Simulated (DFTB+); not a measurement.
Geometry relaxation, with input and output: Si2SbH6OF (part 3 of 3)

Si2SbH6OF; GFN2-xTB, R-SCC, dispersion built in (DFTB+ 25.1). The geometry: force field.

Geometry of the input (Å):
```
O  0.0043  1.0109  2.1420
Sb -0.2111  -0.9620  2.0209
F  1.6645  -1.1457  1.4378
Si -0.9131  -0.8263  -0.3745
Si 0.3383  0.5449  -1.5315
H  0.5397  1.2315  2.9123
H  -0.9007  -2.1739  -0.9710
H  -2.3314  -0.3218  -0.4178
H  0.2809  1.9068  -0.8642
H  1.7212  0.0554  -1.4439
H  -0.1273  0.6232  -2.8896
```

**File detailed.out, continued**
```
Orbital populations (up)
 Atom Sh.   l   m       Population  Label
    1   1   0   0       1.75196756  s
    1   2   1  -1       1.48286348  p_y
    1   2   1   0       1.61916953  p_z
    1   2   1   1       1.70030961  p_x
    2   1   0   0       1.95738562  s
    2   2   1  -1       0.58113476  p_y
    2   2   1   0       1.19662382  p_z
    2   2   1   1       0.48878728  p_x
    2   3   2  -2       0.06721041  d_xy
    2   3   2  -1       0.07914712  d_yz
    2   3   2   0       0.06502833  d_z2
    2   3   2   1       0.10507734  d_xz
    2   3   2   2       0.08142662  d_x2-y2
    3   1   0   0       1.82259331  s
    3   2   1  -1       1.94639025  p_y
    3   2   1   0       1.91167798  p_z
    3   2   1   1       1.71929487  p_x
    4   1   0   0       1.44580074  s
    4   2   1  -1       0.68151595  p_y
    4   2   1   0       0.68705515  p_z
    4   2   1   1       0.68884484  p_x
    4   3   2  -2       0.00242934  d_xy
    4   3   2  -1      -0.00711962  d_yz
    4   3   2   0       0.02522514  d_z2
    4   3   2   1       0.10150683  d_xz
    4   3   2   2       0.01672983  d_x2-y2
    5   1   0   0       1.39968171  s
    5   2   1  -1       0.67792353  p_y
    5   2   1   0       0.63760250  p_z
    5   2   1   1       0.67926064  p_x
    5   3   2  -2       0.07547427  d_xy
    5   3   2  -1       0.02006168  d_yz
    5   3   2   0       0.02235688  d_z2
    5   3   2   1       0.07198010  d_xz
    5   3   2   2       0.01925371  d_x2-y2
    6   1   0   0       0.71379016  s
    7   1   0   0       1.10553478  s
    8   1   0   0       1.10388236  s
    9   1   0   0       1.07769906  s
   10   1   0   0       1.07144179  s
   11   1   0   0       1.10598072  s

Fermi level:                        -0.2913428369 H           -7.9278 eV
Band energy:                       -16.8322354991 H         -458.0284 eV
TS:                                  0.0000000000 H            0.0000 eV
Band free energy (E-TS):           -16.8322354991 H         -458.0284 eV
Extrapolated E(0K):                -16.8322354991 H         -458.0284 eV
Input / Output electrons (q):     32.0000000000     32.0000000000

Energy H0:                         -17.7552861064 H         -483.1459 eV
Energy SCC:                          0.0861004350 H            2.3429 eV
Total Electronic energy:           -17.6691856714 H         -480.8030 eV
Repulsive energy:                    0.0729996272 H            1.9864 eV
Total energy:                      -17.6049936257 H         -479.0563 eV
Extrapolated to 0:                 -17.6049936257 H         -479.0563 eV
Total Mermin free energy:          -17.6049936257 H         -479.0563 eV
Force related energy:              -17.6049936257 H         -479.0563 eV

Non-constrained calculation

SCC converged

Full geometry written in geo_end.{xyz|gen}

Total Forces
    1      0.000217936637     -0.000417727185     -0.000348541292
    2     -0.000265907574     -0.000293209545      0.000063632211
    3      0.000141861084     -0.000138141201     -0.000030022437
    4     -0.000488771963      0.000032875656      0.000771474258
    5     -0.000190170367     -0.000564062984     -0.000379599517
    6     -0.000418332836      0.000452685770     -0.000220259403
    7      0.000231342631     -0.000091472496     -0.000450299860
    8      0.000631388498      0.000378642764      0.000262868920
    9     -0.000231506667      0.000631054137     -0.000147961141
   10      0.000287442452     -0.000190104617     -0.000099670345
   11      0.000084718106      0.000199459702      0.000578378604

Maximal derivative component:        0.771474E-03 au

Dipole moment:   -1.04509559   -0.11982533    0.50913394 au
Dipole moment:   -2.65636824   -0.30456562    1.29408949 Debye

Geometry converged
```

**Trajectory as extended XYZ (Å, eV, eV/Å), 22 frames, from step=0 to step=21**
```
11
Properties=species:S:1:pos:R:3 step=0 energy=-478.69973
O     0.0043    1.0109    2.1420
Sb   -0.2111   -0.9620    2.0209
F     1.6645   -1.1457    1.4378
Si   -0.9131   -0.8263   -0.3745
Si    0.3383    0.5449   -1.5315
H     0.5397    1.2315    2.9123
H    -0.9007   -2.1739   -0.9710
H    -2.3314   -0.3218   -0.4178
H     0.2809    1.9068   -0.8642
H     1.7212    0.0554   -1.4439
H    -0.1273    0.6232   -2.8896
11
Properties=species:S:1:pos:R:3 step=1 energy=-478.81579
O     0.0053    1.0086    2.1440
Sb   -0.2160   -0.9612    2.0312
F     1.6710   -1.1469    1.4353
Si   -0.9326   -0.8361   -0.3697
Si    0.3543    0.5649   -1.5317
H     0.5374    1.2313    2.9086
H    -0.9026   -2.1741   -0.9690
H    -2.3273   -0.3262   -0.4166
H     0.2818    1.9008   -0.8697
H     1.7214    0.0572   -1.4464
H    -0.1275    0.6248   -2.8955
11
Properties=species:S:1:pos:R:3 step=2 energy=-478.89369
O     0.0042    1.0026    2.1439
Sb   -0.2250   -0.9603    2.0531
F     1.6834   -1.1497    1.4301
Si   -0.9599   -0.8452   -0.3667
Si    0.3752    0.5932   -1.5278
H     0.5355    1.2320    2.9044
H    -0.9076   -2.1769   -0.9650
H    -2.3235   -0.3351   -0.4139
H     0.2844    1.8927   -0.8800
H     1.7249    0.0609   -1.4520
H    -0.1263    0.6288   -2.9054
11
Properties=species:S:1:pos:R:3 step=3 energy=-478.90802
O     0.0026    0.9991    2.1431
Sb   -0.2289   -0.9608    2.0648
F     1.6889   -1.1514    1.4273
Si   -0.9662   -0.8460   -0.3667
Si    0.3808    0.5999   -1.5272
H     0.5347    1.2328    2.9023
H    -0.9113   -2.1797   -0.9627
H    -2.3264   -0.3395   -0.4123
H     0.2862    1.8938   -0.8841
H     1.7288    0.0631   -1.4557
H    -0.1239    0.6317   -2.9084
11
Properties=species:S:1:pos:R:3 step=4 energy=-478.93484
O    -0.0018    0.9908    2.1414
Sb   -0.2369   -0.9634    2.0928
F     1.7007   -1.1562    1.4210
Si   -0.9739   -0.8453   -0.3671
Si    0.3901    0.6080   -1.5275
H     0.5326    1.2352    2.8961
H    -0.9218   -2.1878   -0.9562
H    -2.3391   -0.3505   -0.4078
H     0.2911    1.9025   -0.8929
H     1.7402    0.0695   -1.4657
H    -0.1159    0.6401   -2.9137
11
Properties=species:S:1:pos:R:3 step=5 energy=-478.95652
O    -0.0073    0.9822    2.1400
Sb   -0.2428   -0.9681    2.1198
F     1.7101   -1.1619    1.4152
Si   -0.9759   -0.8423   -0.3668
Si    0.3966    0.6101   -1.5288
H     0.5301    1.2384    2.8885
H    -0.9347   -2.1965   -0.9478
H    -2.3565   -0.3632   -0.4024
H     0.2971    1.9163   -0.9020
H     1.7538    0.0776   -1.4777
H    -0.1051    0.6504   -2.9175
11
Properties=species:S:1:pos:R:3 step=6 energy=-478.97206
O    -0.0130    0.9755    2.1392
Sb   -0.2440   -0.9741    2.1379
F     1.7135   -1.1673    1.4118
Si   -0.9737   -0.8385   -0.3650
Si    0.3996    0.6077   -1.5297
H     0.5278    1.2418    2.8810
H    -0.9473   -2.2030   -0.9387
H    -2.3728   -0.3755   -0.3972
H     0.3032    1.9302   -0.9106
H     1.7658    0.0859   -1.4892
H    -0.0939    0.6604   -2.9192
11
Properties=species:S:1:pos:R:3 step=7 energy=-478.98646
O    -0.0192    0.9699    2.1390
Sb   -0.2406   -0.9817    2.1476
F     1.7112   -1.1729    1.4108
Si   -0.9701   -0.8348   -0.3610
Si    0.4009    0.6037   -1.5294
H     0.5257    1.2458    2.8734
H    -0.9602   -2.2070   -0.9281
H    -2.3870   -0.3888   -0.3917
H     0.3100    1.9429   -0.9200
H     1.7764    0.0953   -1.5008
H    -0.0817    0.6705   -2.9194
11
Properties=species:S:1:pos:R:3 step=8 energy=-479.00510
O    -0.0285    0.9634    2.1391
Sb   -0.2318   -0.9933    2.1516
F     1.7025   -1.1806    1.4117
Si   -0.9665   -0.8309   -0.3527
Si    0.4024    0.5995   -1.5273
H     0.5231    1.2519    2.8631
H    -0.9779   -2.2091   -0.9117
H    -2.4018   -0.4083   -0.3837
H     0.3200    1.9569   -0.9344
H     1.7884    0.1093   -1.5165
H    -0.0646    0.6843   -2.9189
11
Properties=species:S:1:pos:R:3 step=9 energy=-479.02363
O    -0.0391    0.9569    2.1396
Sb   -0.2202   -1.0065    2.1484
F     1.6897   -1.1893    1.4142
Si   -0.9666   -0.8287   -0.3410
Si    0.4055    0.5985   -1.5234
H     0.5203    1.2590    2.8519
H    -0.9967   -2.2081   -0.8922
H    -2.4119   -0.4306   -0.3743
H     0.3315    1.9675   -0.9516
H     1.7987    0.1255   -1.5333
H    -0.0459    0.6989   -2.9180
11
Properties=species:S:1:pos:R:3 step=10 energy=-479.03644
O    -0.0473    0.9520    2.1400
Sb   -0.2124   -1.0158    2.1421
F     1.6802   -1.1962    1.4162
Si   -0.9716   -0.8289   -0.3308
Si    0.4098    0.6026   -1.5194
H     0.5181    1.2643    2.8434
H    -1.0100   -2.2049   -0.8762
H    -2.4136   -0.4482   -0.3664
H     0.3407    1.9707   -0.9659
H     1.8038    0.1383   -1.5452
H    -0.0324    0.7092   -2.9176
11
Properties=species:S:1:pos:R:3 step=11 energy=-479.04203
O    -0.0511    0.9492    2.1400
Sb   -0.2123   -1.0191    2.1389
F     1.6786   -1.1999    1.4160
Si   -0.9777   -0.8296   -0.3262
Si    0.4133    0.6082   -1.5173
H     0.5168    1.2665    2.8393
H    -1.0153   -2.2026   -0.8680
H    -2.4101   -0.4565   -0.3617
H     0.3455    1.9691   -0.9730
H     1.8044    0.1445   -1.5499
H    -0.0268    0.7133   -2.9179
11
Properties=species:S:1:pos:R:3 step=12 energy=-479.04403
O    -0.0527    0.9476    2.1396
Sb   -0.2156   -1.0194    2.1387
F     1.6810   -1.2017    1.4147
Si   -0.9804   -0.8293   -0.3255
Si    0.4145    0.6109   -1.5170
H     0.5160    1.2669    2.8376
H    -1.0166   -2.2019   -0.8646
H    -2.4074   -0.4592   -0.3589
H     0.3476    1.9680   -0.9752
H     1.8040    0.1469   -1.5510
H    -0.0251    0.7143   -2.9182
11
Properties=species:S:1:pos:R:3 step=13 energy=-479.04595
O    -0.0547    0.9459    2.1389
Sb   -0.2205   -1.0195    2.1382
F     1.6845   -1.2041    1.4128
Si   -0.9812   -0.8279   -0.3255
Si    0.4145    0.6122   -1.5174
H     0.5148    1.2671    2.8354
H    -1.0176   -2.2014   -0.8604
H    -2.4047   -0.4616   -0.3550
H     0.3504    1.9677   -0.9770
H     1.8034    0.1497   -1.5516
H    -0.0234    0.7151   -2.9182
11
Properties=species:S:1:pos:R:3 step=14 energy=-479.04817
O    -0.0581    0.9437    2.1375
Sb   -0.2270   -1.0200    2.1356
F     1.6886   -1.2080    1.4103
Si   -0.9792   -0.8251   -0.3258
Si    0.4130    0.6121   -1.5183
H     0.5128    1.2671    2.8319
H    -1.0188   -2.2005   -0.8536
H    -2.4018   -0.4646   -0.3485
H     0.3548    1.9685   -0.9788
H     1.8022    0.1540   -1.5521
H    -0.0209    0.7160   -2.9180
11
Properties=species:S:1:pos:R:3 step=15 energy=-479.04971
O    -0.0615    0.9423    2.1361
Sb   -0.2312   -1.0207    2.1317
F     1.6905   -1.2116    1.4087
Si   -0.9752   -0.8223   -0.3265
Si    0.4108    0.6109   -1.5192
H     0.5108    1.2667    2.8286
H    -1.0194   -2.1997   -0.8473
H    -2.3999   -0.4664   -0.3421
H     0.3589    1.9697   -0.9797
H     1.8011    0.1577   -1.5521
H    -0.0192    0.7166   -2.9180
11
Properties=species:S:1:pos:R:3 step=16 energy=-479.05067
O    -0.0641    0.9419    2.1347
Sb   -0.2324   -1.0215    2.1282
F     1.6902   -1.2142    1.4082
Si   -0.9715   -0.8206   -0.3273
Si    0.4092    0.6101   -1.5198
H     0.5092    1.2660    2.8263
H    -1.0192   -2.1992   -0.8430
H    -2.3992   -0.4667   -0.3373
H     0.3617    1.9708   -0.9798
H     1.8004    0.1599   -1.5515
H    -0.0186    0.7166   -2.9186
11
Properties=species:S:1:pos:R:3 step=17 energy=-479.05169
O    -0.0672    0.9419    2.1327
Sb   -0.2322   -1.0224    2.1252
F     1.6886   -1.2170    1.4080
Si   -0.9678   -0.8193   -0.3284
Si    0.4084    0.6106   -1.5207
H     0.5073    1.2648    2.8239
H    -1.0184   -2.1993   -0.8386
H    -2.3987   -0.4662   -0.3317
H     0.3646    1.9720   -0.9795
H     1.8000    0.1617   -1.5505
H    -0.0188    0.7163   -2.9203
11
Properties=species:S:1:pos:R:3 step=18 energy=-479.05316
O    -0.0720    0.9419    2.1292
Sb   -0.2311   -1.0238    2.1222
F     1.6861   -1.2216    1.4076
Si   -0.9637   -0.8179   -0.3304
Si    0.4084    0.6133   -1.5226
H     0.5041    1.2626    2.8199
H    -1.0167   -2.2003   -0.8320
H    -2.3980   -0.4647   -0.3227
H     0.3688    1.9740   -0.9788
H     1.8000    0.1640   -1.5485
H    -0.0198    0.7157   -2.9239
11
Properties=species:S:1:pos:R:3 step=19 energy=-479.05477
O    -0.0780    0.9415    2.1244
Sb   -0.2300   -1.0256    2.1208
F     1.6836   -1.2274    1.4068
Si   -0.9611   -0.8166   -0.3328
Si    0.4098    0.6186   -1.5259
H     0.4997    1.2596    2.8148
H    -1.0141   -2.2024   -0.8243
H    -2.3966   -0.4624   -0.3111
H     0.3740    1.9765   -0.9778
H     1.8006    0.1665   -1.5460
H    -0.0216    0.7149   -2.9291
11
Properties=species:S:1:pos:R:3 step=20 energy=-479.05585
O    -0.0824    0.9408    2.1203
Sb   -0.2298   -1.0269    2.1216
F     1.6825   -1.2321    1.4058
Si   -0.9614   -0.8158   -0.3342
Si    0.4118    0.6238   -1.5292
H     0.4960    1.2574    2.8107
H    -1.0119   -2.2047   -0.8188
H    -2.3948   -0.4606   -0.3021
H     0.3777    1.9789   -0.9771
H     1.8017    0.1681   -1.5441
H    -0.0231    0.7144   -2.9331
11
Properties=species:S:1:pos:R:3 step=21 energy=-479.05628
O    -0.0835    0.9403    2.1186
Sb   -0.2303   -1.0272    2.1230
F     1.6829   -1.2336    1.4053
Si   -0.9631   -0.8157   -0.3343
Si    0.4129    0.6259   -1.5311
H     0.4944    1.2568    2.8093
H    -1.0107   -2.2060   -0.8177
H    -2.3932   -0.4595   -0.2990
H     0.3786    1.9800   -0.9768
H     1.8025    0.1682   -1.5434
H    -0.0239    0.7142   -2.9341
```

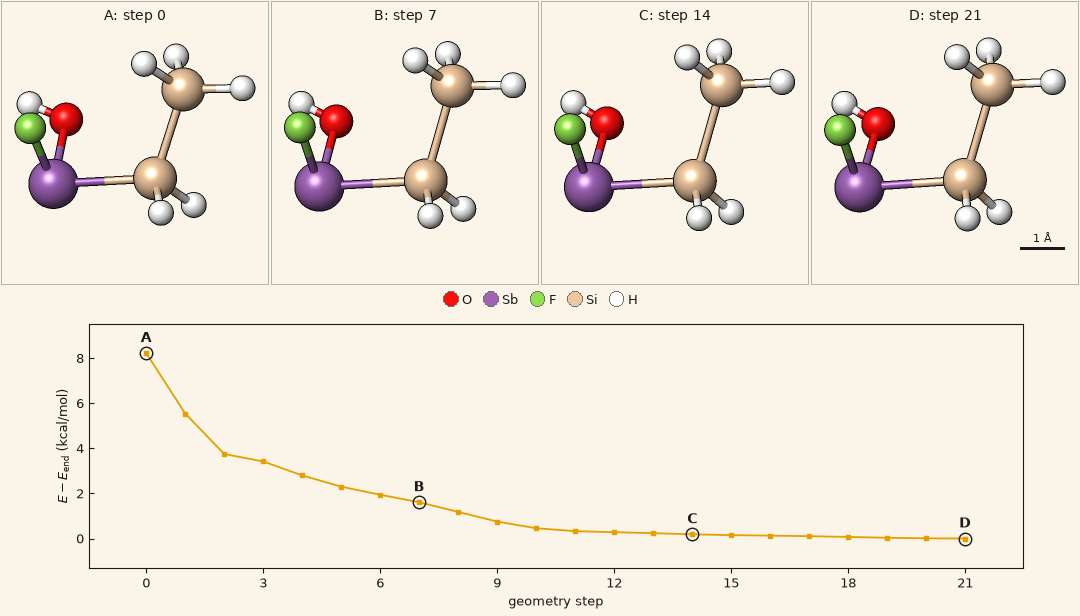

Figure 1. Frames of the relaxation (ball-and-stick view, seen at a tilt) above the curves, on which the letters mark them (steps are counted from 0).

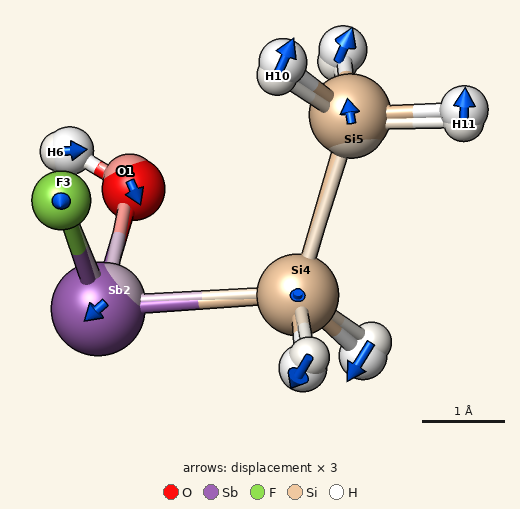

Figure 2. Start (faint) and end (solid) with the displacements as blue arrows, magnified 3 times (ball-and-stick view, seen at a tilt). The two geometries are laid on each other by the best rigid fit. Over 21 geometry steps the energy falls by 8.22 kcal/mol. The largest moves after the best rigid fit, 0.19 Å, are those of H7 and H8. By element the largest moves are H 0.19 Å, Sb 0.12 Å, O 0.11 Å, Si 0.11 Å, F 0.10 Å. Among the contacts that change: Si4–Si5 2.187 → 2.325 Å, Sb2–F3 1.973 → 2.054 Å, Sb2–Si4 2.500 → 2.573 Å, Si5–H9 1.518 → 1.464 Å. Among the angles that change: Si5–Si4–H8 108.3° → 115.9°, H7–Si4–H8 107.6° → 101.8°, O1–Sb2–Si4 92.0° → 86.4°. (Atoms are counted from 1 in the order of the input.)

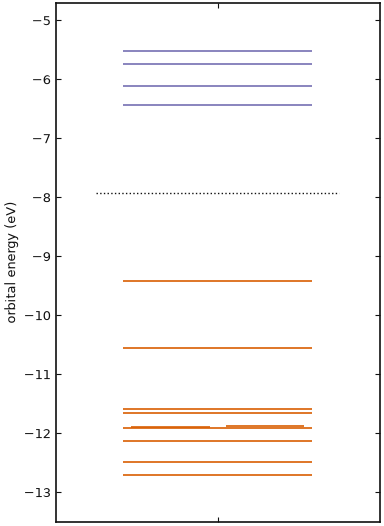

Figure 3. Orbital energies near the frontier; the dotted line parts filled from empty levels, and levels within 0.02 eV of each other stand side by side. Highest filled −9.42 eV, lowest empty −6.44 eV, 2.98 eV apart.

**Results in brief**

| quantity | value |
| --- | --- |
| outcome | converged |
| Mermin free energy | −17.604994 hartree |
| basis functions | 41 |
| largest force | 0.047 eV/Å |
| HOMO | −9.42 eV |
| LUMO | −6.44 eV |
| dipole moment | 2.97 D |
| wall time | 1 s |
| peak memory | 0.071 GiB |

**Notes**

Settings chosen away from the usual ones: optimiser.
